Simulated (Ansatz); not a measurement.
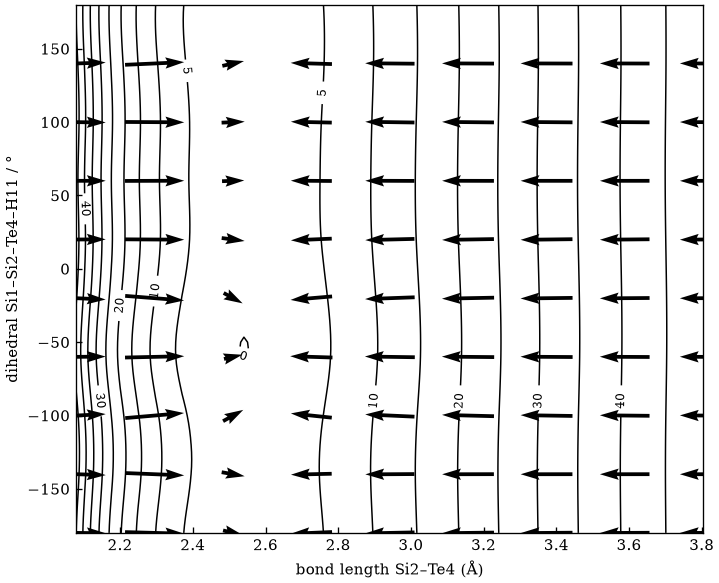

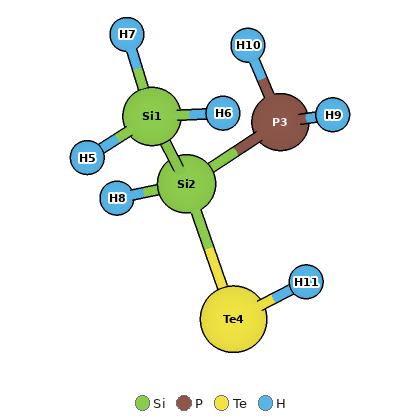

Energy landscape of H7PSi2Te, SMILES [SiH3][SiH](P)[TeH]. The first coordinate is: bond length Si2–Te4; the second: dihedral Si1–Si2–Te4–H11. Nothing is relaxed (all other coordinates rigid). The grid has 9 × 9 points. All energies are given in kcal/mol relative to the relaxed molecule at the same level. The reference is spin-restricted, which grows unreliable where a bond is stretched far. These are results of RKS B3LYP-D4/def2-SVP (Ansatz 0.2.0), not measurements.

The picture shows contour lines labelled in kcal/mol, arrows along the force (downhill), their lengths compressed. Between grid points the surface is interpolated. The second picture is the structure at the lowest point.

Describe this landscape.

Answer. The lowest grid point is at bond length Si2–Te4 = 2.511 Å, dihedral Si1–Si2–Te4–H11 = −60°, 0.11 kcal/mol from the relaxed molecule at the same level. The highest grid point, bond length Si2–Te4 = 3.804 Å, dihedral Si1–Si2–Te4–H11 = 60°, lies 48.9 kcal/mol above the lowest. Round the minimum the two coordinates are nearly uncoupled.

Grid values (kcal/mol):

```
dihedral Si1–Si2–Te4–H11 ↓, bond length Si2–Te4 →  2.079  2.295  2.511  2.726  2.942  3.157  3.373  3.588  3.804
                                              140   46.3   10.7    1.2    3.9   11.8   21.1   31.0   40.4   48.9
                                              100   47.3   11.3    1.6    4.2   12.0   21.2   31.1   40.5   48.9
                                               60   46.4   11.0    1.6    4.3   12.1   21.3   31.2   40.5   49.0
                                               20   47.2   11.3    1.6    4.2   12.0   21.2   31.1   40.5   48.9
                                              −20   45.4   10.0    0.7    3.6   11.6   20.9   30.9   40.3   48.8
                                              −60   43.5    8.9    0.1    3.3   11.4   20.8   30.9   40.3   48.8
                                             −100   46.6   10.9    1.3    4.0   11.9   21.1   31.1   40.4   48.9
                                             −140   47.3   11.5    1.8    4.3   12.1   21.3   31.2   40.5   48.9
                                             −180   45.1   10.2    1.1    4.0   11.9   21.1   31.1   40.5   48.9
```

The whole map (81 points run) took 13 min on 1 thread of Arm Neoverse V1, on a shared host.
